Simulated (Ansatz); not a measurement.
# SiF3 (trifluorosilyl) at UHSE06/STO-3G

Aim: the electronic atomisation energy of SiF3 (trifluorosilyl) at UHSE06/STO-3G, from 3 runs. 

The results are computed with Ansatz 0.2.0.

45 further runs of the same task are left out: 7 that didn't finish, 38 set aside as unsound or not needed.

**1. The system as given**

SiF3 has 4 atoms, charge 0, and is taken as a doublet. As SMILES, `F[Si](F)F`. The coordinates come from a GFN2-xTB relaxation.

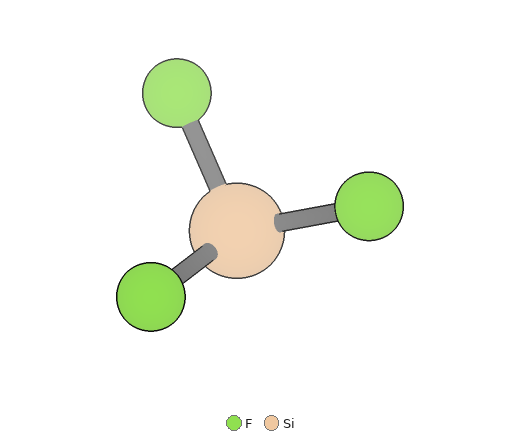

The structure, seen from a chosen angle (fluorine green, silicon light orange).

**2. The energy at UHSE06/STO-3G**

Input file in.yaml:

```yaml
crystal:
  periodic: [false, false, false]
  atoms:
    - {symbol: F, position_ang: [0.787890, -0.508980, 1.119030]}
    - {symbol: Si, position_ang: [-0.325240, 0.244050, 0.268860]}
    - {symbol: F, position_ang: [-0.962750, -0.889100, -0.646850]}
    - {symbol: F, position_ang: [0.500100, 1.154030, -0.741040]}
basis:
  gaussian:
    orbitals: STO-3G
magnetization:
  spin_polarized: true
  initial_magnetization: 1
hamiltonian:
  xc: hse06
accuracy: high
```

On the command line:

```
ansatz run in.yaml --threads 1 --pin off --max-ram 2610MiB --events-out events.jsonl --progress --plain --runs-dir runs
```

Standard output:

```text
Warning: RAYON_NUM_THREADS=1 ignored (pool sized by the plan → 1); use --threads N
Functional definition: HSE06
  name "HSE06"
  parameter a = 0.25
  parameter omega = 0.11/bohr
  exchange = pbe_x - a*pbe_x_sr(omega) + a*exact_x_sr(omega)
  correlation = pbe_c
460 factors; integrals over basis functions are off by at most 3.5e-8 eV
49 factors; integrals over basis functions are off by at most 1.1e-9 eV
mean field evaluation 1: about -15806.0531 eV, gradient 1.6e1 eV
mean field evaluation 2: about -15805.8595 eV, gradient 1.8e1 eV
mean field evaluation 4: about -15808.2121 eV, gradient 4.4e-2 eV
mean field evaluation 8: about -15808.2286 eV, gradient 1.3e-3 eV
mean field evaluation 16: about -15808.2286 eV, gradient 1.7e-8 eV
mean field -15808.22861337 eV, -580.9416863390 hartree, gradient 1.6e-8 eV, S^2 0.752603; 0 other end points of the search recorded, 0 dependent functions left out
reference -15808.22861464 eV, -580.9416863857 hartree; 21, 20 occupied and 3, 4 virtual orbitals, 460 factors
Total energy: -15808.22861464 eV, -580.9416863857 hartree
```

Run time: 0.92 s. Hardware: 1 thread of AMD EPYC 9R45 (Zen 5), shared host.

**3. The F atom, same level**

Input file molecule.yaml:

```yaml
crystal:
  periodic: [false, false, false]
  atoms:
    - {symbol: F, position_ang: [0.000000, 0.000000, 0.000000]}
basis:
  gaussian:
    orbitals: STO-3G
accuracy: high
magnetization:
  spin_polarized: true
  initial_magnetization: 1
hamiltonian:
  xc: hse06
```

On the command line:

```
ansatz run molecule.yaml --threads 1 --pin off --max-ram 2610MiB --events-out events.jsonl --progress --plain --runs-dir runs
```

Standard output:

```text
Warning: RAYON_NUM_THREADS=1 ignored (pool sized by the plan → 1); use --threads N
Functional definition: HSE06
  name "HSE06"
  parameter a = 0.25
  parameter omega = 0.11/bohr
  exchange = pbe_x - a*pbe_x_sr(omega) + a*exact_x_sr(omega)
  correlation = pbe_c
15 factors; integrals over basis functions are off by at most 1.2e-9 eV
13 factors; integrals over basis functions are off by at most 2.0e-10 eV
mean field evaluation 1: about -2672.1445 eV, gradient 4.3e-13 eV
mean field evaluation 2: about -2672.1438 eV, gradient 4.7e-12 eV
mean field -2672.14383719 eV, -98.1994747724 hartree, gradient 0.0e0 eV, S^2 0.750000; 0 other end points of the search recorded, 0 dependent functions left out
reference -2672.14383749 eV, -98.1994747835 hartree; 5, 4 occupied and 0, 1 virtual orbitals, 15 factors
Total energy: -2672.14383749 eV, -98.1994747835 hartree
```

Run time: 0.12 s. Hardware: 1 thread of AMD EPYC 9R45 (Zen 5), shared host.

**4. The Si atom at the same level**

Input file in.yaml:

```yaml
crystal:
  periodic: [false, false, false]
  atoms:
    - {symbol: Si, position_ang: [0.000000, 0.000000, 0.000000]}
basis:
  gaussian: {orbitals: STO-3G}
magnetization: {spin_polarized: true, initial_magnetization: 2}
hamiltonian: {xc: {name: HSE06}}
accuracy: high
```

Run the same way, it converges to -285.81686 Eh (log not shown).

**5. What came out**

At UHSE06/STO-3G:

```
                     quantity          value
       molecule: total energy  -580.94169 Eh
               molecule: ⟨S²⟩          0.753
         F atom: total energy   -98.19947 Eh
                 F atom: ⟨S²⟩          0.750
        Si atom: total energy  -285.81686 Eh
                Si atom: ⟨S²⟩          2.000
electronic atomisation energy      14.324 eV
```

What this shows: Taking the molecule apart into free atoms costs 14.32 eV (1382 kJ/mol), before zero-point energy and without spin-orbit coupling. In a minimal basis such a difference can be off by several eV, whatever the method.
